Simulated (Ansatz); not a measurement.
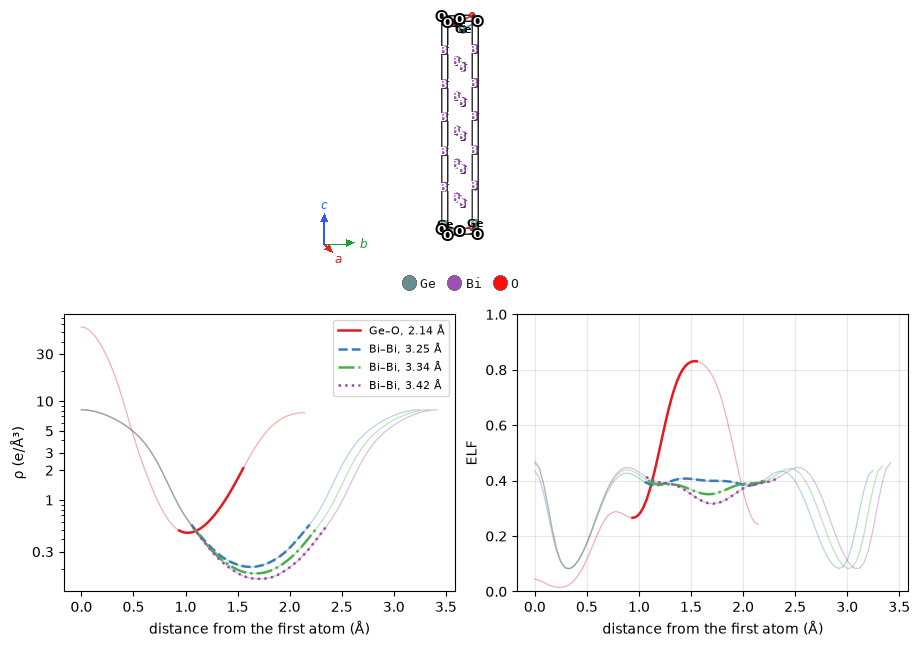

Figure. GeBi5O. Valence pseudo-density and ELF along straight lines between neighbouring atoms. Thin, pale parts lie inside the atomic spheres. The structure is drawn too.

Space group P4/nmm; a generated structure, not necessarily the stable one.

Level of theory: DFT PBE, scalar-relativistic, plane waves, PAW (Ansatz).

In a PAW calculation such maps are meaningful between the atoms, not at the nuclei.

Input file:

```
crystal:
  lattice:
    - [3.8191181273, 0.0, 0.0]
    - [0.0, 3.8191181273, 0.0]
    - [0.0, 0.0, 26.7395605534]
  atoms:
    - { symbol: Ge, position: [0.5, 0.0, 0.0364179792] }
    - { symbol: Ge, position: [0.0, 0.5, 0.9635820208] }
    - { symbol: Bi, position: [0.5, 0.0, 0.8542356941] }
    - { symbol: Bi, position: [0.0, 0.5, 0.1457643059] }
    - { symbol: Bi, position: [0.5, 0.0, 0.2131403918] }
    - { symbol: Bi, position: [0.0, 0.5, 0.3053566881] }
    - { symbol: Bi, position: [0.5, 0.0, 0.3787317185] }
    - { symbol: Bi, position: [0.0, 0.5, 0.4608485204] }
    - { symbol: Bi, position: [0.0, 0.5, 0.7868596082] }
    - { symbol: Bi, position: [0.5, 0.0, 0.6946433119] }
    - { symbol: Bi, position: [0.0, 0.5, 0.6212682815] }
    - { symbol: Bi, position: [0.5, 0.0, 0.5391514796] }
    - { symbol: O, position: [0.0, 0.0, 0.0] }
    - { symbol: O, position: [0.5, 0.5, 0.0] }
basis:
  ecutwfc: 420
kpoints:
  mp_grid: { grid: [8, 8, 2] }
  band_path:
    path:
      - [[0.0, 0.0, 0.0], [0.0, 0.5, 0.0], [0.5, 0.5, 0.0], [0.0, 0.0, 0.0], [0.0, 0.0, 0.5], [0.0, 0.5, 0.5], [0.5, 0.5, 0.5], [0.0, 0.0, 0.5]]
      - [[0.0, 0.5, 0.0], [0.0, 0.5, 0.5]]
      - [[0.5, 0.5, 0.0], [0.5, 0.5, 0.5]]
    npoints: 10
hamiltonian:
  xc: pbe
scf:
  occupations: { method: gaussian, width: 0.1 }
  n_extra_bands: 35
output:
  forces: true
  stress: true
  eigenvalues: true
  populations: true
  dos: { projected: true, de: 0.02, nscf_kmesh: { grid: [10, 10, 3] } }
  bader: false
  write_density: true
  write_potential: true
  elf: true
  volumetric_format: npy
```

Run with:

```sh
ansatz run input.yaml --threads 1 --pin off --max-ram 2560MiB --backend cpu --events-out ev --progress --plain --runs-dir out
```

Below, planes, directions and counts refer to the conventional cell (a = 3.82 Å, b = 3.82 Å, c = 26.74 Å, α = 90.00°, β = 90.00°, γ = 90.00°).

### Compare the contacts.

Ge–O (2.14 Å): the density is about 0.48 e/Å³ at the midpoint; the ELF peaks at about 0.85 in the valence shell of O, 0.6 Å from its nucleus, and is about 0.35 at the midpoint.
Bi–Bi (3.25 Å): the density is about 0.21 e/Å³ at the midpoint; the ELF is about 0.40 at the midpoint.
Bi–Bi (3.34 Å): the density is about 0.18 e/Å³ at the midpoint; the ELF is about 0.35 at the midpoint.
Bi–Bi (3.42 Å): the density is about 0.16 e/Å³ at the midpoint; the ELF is about 0.30 at the midpoint.
